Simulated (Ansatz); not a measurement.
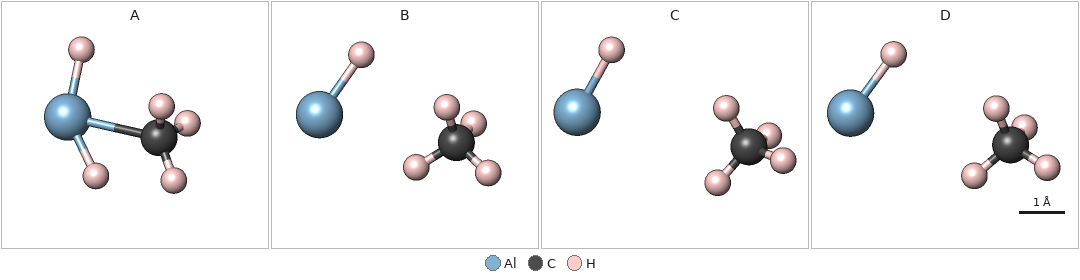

4 geometries from a converged minimum-energy path of CH₅Al, shuffled. A ball-and-stick model, seen at a tilt.

Theory: RHF/6-31G* (Ansatz). Set-up: 7 movable images; climbing image; force threshold 0.05 eV/Å; iteration limit 60; starting path through a guess of the saddle point.

Q: One of them is the converged climbing image. Which?

A: A. In order along the path, whose images run from 0 to 8: A (image 3, +93.4 kcal/mol), B (image 5, +20.4 kcal/mol), D (image 6, +18.8 kcal/mol), C (image 7, +18.6 kcal/mol). Breaking: Al–C (1.97 → 4.51 Å), Al–H (1.59 → 4.27 Å). Forming: C–H (3.09 → 1.08 Å).

Limits of the set-up: Hartree-Fock leaves out electron correlation.
